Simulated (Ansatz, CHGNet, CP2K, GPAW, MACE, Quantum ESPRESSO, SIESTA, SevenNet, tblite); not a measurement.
## tblite runs on NaH9C4O7 (P-1) (84 atoms)

Aim: run NaH9C4O7 (P-1) (84 atoms) in tblite and see how near its forces come to a plane-wave reference, and at what cost.

Program: tblite 0.8.0. Level of theory: the method is named at each step. Results are calculated unless marked as measured.

## 1. Set-up

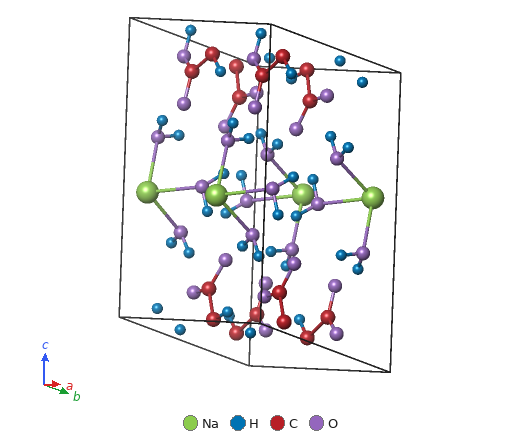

The cell as given, slightly off an axis (sodium green, hydrogen blue, carbon red, oxygen purple). Bonds to atoms that aren't drawn are left out. Some periodic images of atoms are drawn too.

The cell holds 84 atoms: 4 Na, 36 H, 16 C and 28 O. Cell: a = 11.912 Å, b = 6.392 Å, c = 11.230 Å, α = 104.2°, β = 91.5°, γ = 100.2°. It derives from NaH9C4O7 (P-1), repeated 2×1×1. NaH9C4O7, space group P-1, structure from the Crystallography Open Database, 2 x 1 x 1 conventional cells; positions as listed; bonds to H set to neutron lengths (C-H 1.089, N-H 1.015, O-H 0.983, B-H 1.19 Å) where the listed ones are shorter. Then every atom was moved at random, 0.02 Å r.m.s. a Cartesian component (hydrogen 0.6 of that).

The yardstick, on the same geometry:

* method: Kohn-Sham DFT, PBE, SSSP efficiency 1.3.0 pseudopotentials, plane waves (Quantum ESPRESSO 7.5); sssp-pbe-1.3.0-efficiency, cutoffs 60/480 Ry, Γ point
* r.m.s. force component: 1.132 eV/Å
* longest force: 7.175 eV/Å
* pressure: 3.261 GPa
* gap (highest filled to lowest empty level): 2.909 eV
* time: 93 s on 2 MPI ranks of Arm Neoverse V2, shared host
* CPU time: 3.1 min

## 2. GFN2-xTB

Method: GFN2-xTB tight binding, diagonalisation.

Input file run.py:

```python
import numpy as np
from ase.io import read
from tblite.ase import TBLite

atoms = read("structure.xyz")
atoms.calc = TBLite(method="GFN2-xTB", electronic_temperature=580, accuracy=1.0, max_iterations=250, mixer_damping=0.4, verbosity=1)
energy = atoms.get_potential_energy()
forces = atoms.get_forces()
print(f"energy {energy:.6f} eV")
print("forces (eV/A)")
for i, (a, f) in enumerate(zip(atoms, forces)):
    print(f"{i:4d} {a.symbol:2s} {f[0]:10.5f} {f[1]:10.5f} {f[2]:10.5f}")
stress = -atoms.get_stress(voigt=False) * 160.21766
print("stress (GPa, compression positive)")
for row in stress:
    print(" ".join(f"{x:10.4f}" for x in row))
print("charges (e)")
print(np.array2string(atoms.get_charges(), precision=4, suppress_small=True, max_line_width=110, threshold=100000))
```

Input file structure.xyz:

```xyz
84
Lattice="11.91200 0.00000 0.00000 -1.13193 6.29098 0.00000 -0.30376 -2.84790 10.85864" Properties=species:S:1:pos:R:3 pbc="T T T"
Na 1.35466 -0.94010 4.63197
Na 3.16350 4.43933 6.23014
H 2.37289 1.91277 10.79664
H 2.15223 1.55154 0.02639
H -0.49693 4.62421 1.46092
H 5.02569 -1.16296 9.38121
H 10.72297 1.89799 10.02209
H 5.71065 1.53727 0.79659
H 1.12377 -1.05832 7.40679
H 3.39475 4.46245 3.45478
H 0.21076 0.21137 7.19722
H 4.29652 3.25437 3.66642
H -0.05598 1.26725 3.30081
H 4.57276 2.16398 7.54447
H 1.45950 1.35976 2.96799
H 3.05199 2.10829 7.90075
H 0.80215 2.88411 6.45742
H 3.69736 0.54641 4.38939
H 1.05408 2.57184 4.89127
H 3.45852 0.88145 5.97258
C 1.66910 4.66980 1.57277
C 2.88537 -1.27474 9.30129
C 0.35577 4.70502 0.82493
C 4.16217 -1.27407 10.00873
C -0.19134 1.91605 10.40920
C 4.67337 1.55276 0.48516
C 0.77798 1.92410 9.22452
C 3.68695 1.49355 1.64259
O 1.58102 4.71630 2.80924
O 2.91821 -1.24359 8.04028
O 2.79190 4.67342 0.97804
O 1.72650 -1.21276 9.88603
O 0.28704 1.92620 8.06634
O 4.24956 1.56422 2.80609
O 2.05831 1.94490 9.43735
O 2.49697 1.50177 1.48144
O 0.38382 -0.68671 6.85126
O 4.13393 4.14783 4.01248
O 0.84579 1.08938 3.67391
O 3.66373 2.31769 7.15943
O 1.12453 3.24101 5.57081
O 3.45010 0.17327 5.23788
Na 7.26076 -0.98329 4.62752
Na 9.09124 4.41996 6.22938
H 8.31074 1.91928 10.81499
H 8.13138 1.52910 0.02248
H 5.45053 4.62040 1.44116
H 10.98340 -1.16807 9.41987
H 4.73608 1.89173 10.03132
H -0.24692 1.54446 0.80658
H 7.05997 -1.05100 7.43404
H 9.36265 4.50518 3.46358
H 6.18564 0.17473 7.19059
H 10.25572 3.25041 3.64601
H 5.89361 1.29018 3.30428
H 10.52216 2.17274 7.54154
[... 24 atom lines left out ...]
O 6.77817 1.14349 3.71441
O 9.62353 2.28419 7.12403
O 7.02606 3.28594 5.59209
O 9.38812 0.16159 5.28316
```

Launch:

```sh
$ OMP_NUM_THREADS=1 python run.py > output.txt
```

Output:

```text
------------------------------------------------------------
  cycle        total energy    energy error   density error
------------------------------------------------------------
      1     -165.6608962434  -1.6695902E+02   3.3956850E-01
      2     -167.4578761625  -1.7969799E+00   2.6363928E-01
      3     -167.6569142114  -1.9903805E-01   1.2514110E-01
      4     -167.7266621845  -6.9747973E-02   1.0817165E-01
      5     -167.7299272613  -3.2650768E-03   5.0716841E-02
      6     -167.7392192271  -9.2919658E-03   3.4763666E-02
      7     -167.7374942032   1.7250239E-03   3.0433245E-02
      8     -167.7402498526  -2.7556494E-03   6.7165195E-03
      9     -167.7404052943  -1.5544163E-04   2.1188553E-03
     10     -167.7404211977  -1.5903385E-05   1.2086622E-03
     11     -167.7404289230  -7.7253064E-06   1.1032253E-03
     12     -167.7404342199  -5.2969364E-06   9.2898304E-04
     13     -167.7404358903  -1.6704246E-06   6.5732235E-04
     14     -167.7404380039  -2.1135450E-06   7.5366383E-04
     15     -167.7404430154  -5.0115252E-06   6.4919035E-04
     16     -167.7404486906  -5.6751583E-06   1.3008448E-03
     17     -167.7404536520  -4.9614664E-06   2.7175883E-04
     18     -167.7404549522  -1.3001874E-06   1.4746398E-04
     19     -167.7404552436  -2.9136859E-07   1.2424323E-04
     20     -167.7404552710  -2.7410465E-08   9.1484963E-05
     21     -167.7404552790  -7.9885183E-09   3.5452668E-05
     22     -167.7404552809  -1.9369111E-09   6.7399969E-06
------------------------------------------------------------
 total:                                   6.034 sec
energy -4564.450281 eV
forces (eV/A)
   0 Na    0.17007   -0.01099    0.04330
   1 Na   -0.18399   -0.07809   -0.10669
   2 H    -0.03727   -0.17710   -0.41665
   3 H    -0.14707    0.10953    0.52415
   4 H    -0.35405    0.10492    0.63103
   5 H     0.15813   -0.17229   -0.31808
   6 H    -0.68225    0.07186    0.08897
   7 H     0.05601    0.12489    0.17839
   8 H    -0.52548    0.57626   -0.46321
   9 H     0.00770   -0.02630    0.20881
  10 H     0.31943   -0.23443   -0.00753
  11 H    -0.08225   -0.24010   -0.00538
  12 H     0.47409   -0.06601    0.19871
  13 H    -0.78045    0.08257   -0.34424
  14 H    -0.08856   -0.01959    0.03295
  15 H     0.28225    0.03965   -0.28227
  16 H     0.43587    0.03554   -1.58983
  17 H     0.17957    0.74808   -0.08281
  18 H    -0.20439   -0.90336   -0.12268
  19 H     0.14870   -0.58193   -1.51299
  20 C    -2.25321    0.54677    1.80989
  21 C     0.48268    0.49278   -3.23989
  22 C     1.15956   -0.38125    1.56539
  23 C    -0.30192    0.12280    1.48224
[...]
76 O     0.45812    0.09975   -0.82351
  77 O    -3.57250   -0.19844   -0.50813
  78 O     0.58610   -0.61808    0.43781
  79 O     0.04854   -0.46294   -0.24894
  80 O     0.77005    0.29036   -1.08041
  81 O    -0.51045   -0.45921    1.86318
  82 O     0.33952    0.13388   -1.38245
  83 O     0.21555   -0.46734   -1.42384
stress (GPa, compression positive)
    0.0340    -0.0266     0.0747
   -0.0266    -0.7749    -0.2711
    0.0747    -0.2711    -0.4861
charges (e)
[ 0.6501  0.6525  0.3423  0.3353  0.0482  0.0518  0.0282  0.0327  0.3081  0.3068  0.3089  0.3146  0.2985
  0.3012  0.2902  0.2888  0.3114  0.3207  0.3256  0.3266  0.3867  0.3777 -0.0359 -0.0362 -0.0318 -0.0313
  0.3789  0.3971 -0.4385 -0.4432 -0.3962 -0.3848 -0.5066 -0.5592 -0.5511 -0.5075 -0.5708 -0.5738 -0.5737
 -0.5653 -0.5799 -0.5913  0.6469  0.6439  0.3438  0.3402  0.0354  0.0378  0.0144  0.0359  0.3091  0.3065
  0.3088  0.3076  0.303   0.2965  0.2859  0.2845  0.3133  0.3144  0.3291  0.3267  0.3852  0.3851 -0.0347
 -0.0387 -0.0286 -0.0303  0.3968  0.402  -0.416  -0.4272 -0.4027 -0.396  -0.5099 -0.5555 -0.5568 -0.5209
 -0.5675 -0.567  -0.5684 -0.5637 -0.5882 -0.587 ]
```

It took 6.6 s on 1 thread of Arm Neoverse V2, shared host; peak memory 0.13 GiB.

Banners, paths, timers and routine set-up lines are dropped from the logs unmarked, and long logs keep their key lines alone; longer cuts are marked.

Against the reference:

```yaml
r_m_s_force_component: 1.058 eV/Å
r_m_s_difference_of_force_components: 408.1 meV/Å
longest_difference_of_force_vectors: 1698 meV/Å
force_difference_over_r_m_s_force: 36.06 %
slope_of_forces_against_the_reference_s: 0.8718
correlation_of_force_components: 0.9327
pressure: -0.409 GPa
pressure_difference: -3.67 GPa
```

Length of the force difference by element (eV/Å):

```tsv
element	atoms	mean	most
C	16	0.75	1.3
H	36	0.37	0.66
Na	4	0.21	0.28
O	28	0.78	1.7
```

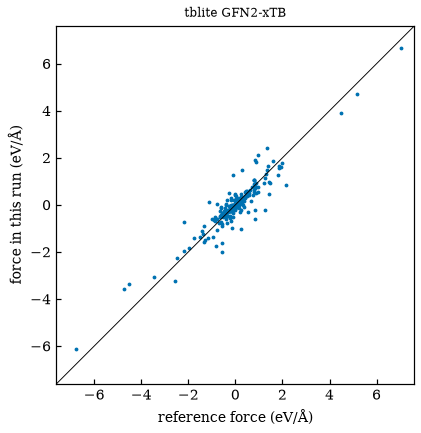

Force components against those of the reference; the line marks equality.

The surroundings of H49, whose charge lies farthest from its element's mean, nearest first, numbered as they follow in the input and with coordinates relative to it.

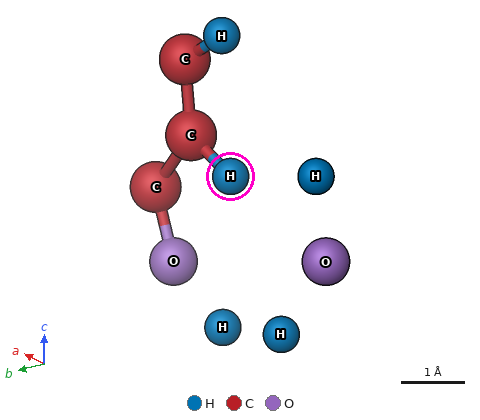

The atoms of the table, within 2.7 Å (arrows a, b, c point along x, y, z); some may hide others; the central atom is ringed.

```tsv
atom	x	y	z	distance (Å)	bonds	Mulliken charge (e)	Fx	Fy	Fz (eV/Å)
H49	0.00	0.00	0.00	0.00	1	0.01	0.81	0.01	0.39
C67	1.06	0.01	0.37	1.13	3	-0.03	-1.97	0.07	-6.14
C65	1.28	-0.02	1.60	2.05	3	-0.03	1.31	-0.53	6.65
C69	2.00	0.04	-0.81	2.16	3	0.40	0.01	0.25	0.86
H47	0.41	-0.12	2.27	2.31	1	0.04	0.35	0.23	-0.02
O75	1.49	0.05	-1.93	2.44	1	-0.51	0.04	-0.14	-0.71
H3	-2.36	0.02	0.77	2.48	1	0.34	-0.04	-0.18	-0.42
H14	-0.16	0.27	-2.49	2.51	1	0.30	-0.78	0.08	-0.34
H16	-1.68	0.22	-2.13	2.72	1	0.29	0.28	0.04	-0.28
O35	-2.68	0.05	-0.59	2.74	1	-0.55	-1.73	0.09	-0.51
```

Atoms are counted from 1 here, from 0 in the log.

Forces lie 36 % from the reference's, at 0.035 times its CPU time (on 1 against 2 cores).

## 3. GFN1-xTB

Method: GFN1-xTB tight binding, diagonalisation.

run.py: that of step 2 with these lines changed.

```diff
@@ -5,3 +5,3 @@
 atoms = read("structure.xyz")
-atoms.calc = TBLite(method="GFN2-xTB", electronic_temperature=580, accuracy=1.0, max_iterations=250, mixer_damping=0.4, verbosity=1)
+atoms.calc = TBLite(method="GFN1-xTB", electronic_temperature=580, accuracy=1.0, max_iterations=250, mixer_damping=0.4, verbosity=1)
 energy = atoms.get_potential_energy()
```

structure.xyz is that of step 2.

Output:

```text
------------------------------------------------------------
  cycle        total energy    energy error   density error
------------------------------------------------------------
      1     -182.7919404258  -1.8396449E+02   7.2531002E-01
      2     -186.4353278890  -3.6433875E+00   3.4731967E-01
      3     -186.5234605817  -8.8132693E-02   1.6032221E-01
      4     -186.5515678873  -2.8107306E-02   4.1950807E-02
      5     -186.5729705257  -2.1402638E-02   9.6409261E-03
      6     -186.5751538637  -2.1833380E-03   2.5697092E-03
      7     -186.5751921449  -3.8281192E-05   7.8447479E-04
      8     -186.5752008950  -8.7500625E-06   2.2148365E-04
      9     -186.5752012157  -3.2076224E-07   7.3114581E-05
     10     -186.5752012540  -3.8289272E-08   2.4352473E-05
     11     -186.5752012575  -3.4883385E-09   9.8479104E-06
------------------------------------------------------------
 total:                                   2.067 sec
energy -5076.969824 eV
forces (eV/A)
   0 Na    0.11742    0.06953    0.01163
   1 Na   -0.12287   -0.10174   -0.07302
   2 H    -0.08556   -0.15535   -0.78884
   3 H    -0.13695    0.09069    0.83552
   4 H    -0.50678    0.07650    0.78085
   5 H     0.30242   -0.13276   -0.47657
   6 H    -0.71263    0.06627    0.04860
   7 H     0.10687    0.12776    0.20895
   8 H    -0.67898    0.57924   -0.58328
   9 H     0.15880   -0.06544    0.29689
  10 H     0.34467   -0.34934   -0.05432
  11 H    -0.12363   -0.07144    0.03832
  12 H     0.55165   -0.08542    0.27035
  13 H    -0.86263    0.10375   -0.41238
  14 H     0.00112   -0.00674    0.09596
  15 H     0.18591    0.02877   -0.31459
  16 H     0.49176    0.18605   -1.54747
  17 H     0.15279    0.60795   -0.18921
  18 H    -0.17972   -0.77200   -0.15497
  19 H     0.13552   -0.82947   -1.58795
  20 C    -1.59029    0.56936    2.09320
  21 C    -0.20980    0.52592   -3.62529
  22 C     1.11155   -0.36379    1.41779
  23 C    -0.19614    0.09054    1.72046
[...]
76 O     0.46993    0.05414   -0.24428
  77 O    -3.65656   -0.16951   -1.11002
  78 O     0.69840   -0.48517    0.90020
  79 O    -0.01578   -0.69438   -0.68221
  80 O     0.80343    0.22273   -1.18893
  81 O    -0.52789   -0.38044    2.01981
  82 O     0.21368   -0.37340   -1.46339
  83 O     0.36388    0.00226   -1.51199
stress (GPa, compression positive)
   -0.2251     0.0906     0.3765
    0.0906    -0.8566    -0.2545
    0.3765    -0.2545    -0.7456
charges (e)
[ 0.4999  0.5005  0.39    0.3863  0.0749  0.076   0.0581  0.0597  0.3661  0.3662  0.3568  0.3596  0.352
  0.3517  0.3589  0.3586  0.3636  0.3693  0.3588  0.3553  0.5795  0.5709 -0.058  -0.0611 -0.0619 -0.0522
  0.5676  0.5832 -0.5157 -0.5179 -0.5149 -0.5075 -0.5921 -0.6358 -0.6206 -0.5837 -0.6486 -0.6487 -0.676
 -0.6713 -0.6435 -0.6482  0.5     0.4977  0.3928  0.3919  0.066   0.0678  0.0501  0.0609  0.3641  0.3668
  0.3549  0.354   0.3565  0.3494  0.3536  0.3512  0.3639  0.3624  0.3583  0.3595  0.5811  0.5783 -0.0618
 -0.0668 -0.059  -0.0493  0.583   0.5867 -0.502  -0.5075 -0.523  -0.5179 -0.5964 -0.6315 -0.6249 -0.595
 -0.6413 -0.6446 -0.6734 -0.6679 -0.6465 -0.6475]
```

Wall time 2.6 s (1 thread); peak memory 0.13 GiB.

Compared with the plane-wave run:

```
r.m.s. force component                  : 1.077 eV/Å
r.m.s. difference of force components   : 481.8 meV/Å
longest difference of force vectors     : 1834 meV/Å
force difference over r.m.s. force      : 42.57 %
slope of forces against the reference's : 0.8618
correlation of force components         : 0.906
pressure                                : -0.6091 GPa
pressure difference                     : -3.87 GPa
```

Against the first run (36 %), the force difference from the reference is 43 %, at 0.39 times the CPU time (11 SCF steps against 22).

## 4. All runs compared

Differences are against the plane-wave reference, forces as r.m.s. over components; share is that over the reference's r.m.s. force, slope the least-squares factor from reference forces to these. Total energies of different programs have different zeros and aren't compared.

```tsv
run	Δ force, r.m.s. (meV/Å)	share (%)	slope	Δ pressure (GPa)	cores	CPU time	memory (GiB)
reference	-	-	-	-	2	3.1 min	1.5
tblite GFN2-xTB	408	36.1	0.872	-3.67	1	6.6 s	0.13
tblite GFN1-xTB	482	42.6	0.862	-3.87	1	2.6 s	0.13
```

CPU time is summed over cores on a shared host, where runs went side by side, so it is rough. Symmetry, cutoffs, thresholds, outputs and thread counts weren't matched or tuned between programs; memory under MPI is the largest rank's times the ranks.

## 5. Summary of results

```json
{
 "nearest in forces": "tblite GFN2-xTB, 36 %",
 "its CPU time": "6.6 s"
}
```

Tight binding differs by 36 % (tblite GFN2-xTB) to 43 % (tblite GFN1-xTB); it is another model, with fitted parameters of its own, and the xTB methods hold dispersion. Of the electronic-structure runs that take under half the reference's CPU time, tblite GFN2-xTB comes nearest, at 36 % in 6.6 s against 3.1 min; its pressure misses by -3.7 GPa. Periodic xTB results under one method name differ between programs and library versions. The reference's pressure holds the uncorrected Pulay stress of its 60 Ry basis, so small pressure differences, and their order, may be the reference's own error. The reference's stress is far from hydrostatic: its diagonal is 4.0, 1.3, 4.5 GPa, compression counted positive. The reference's PBE has no dispersion term, which matters for the binding between molecules or layers. The published positions, changed by the recipe (random displacements or longer bonds to H), lie far from the minimum at this level of theory. The reference's pressure of 3.3 GPa belongs to a cell and atoms that aren't relaxed at this level. The electronic-structure runs sample only Γ, in a cell whose shortest periodic width is 6 Å.

[Also dropped from logs without a mark: logging warnings of Python, and SIESTA's first energy breakdown and zero terms.]

[Logs are printed without paths, hosts, clocks, repeated set-up lines and the standing remarks that a program may print on its own settings, such as how far it seeks lower states.]

[Hosts, paths, dates, database ids (printed as entryN), source tags and the programs' standing remarks are cut or masked in the printed files.]
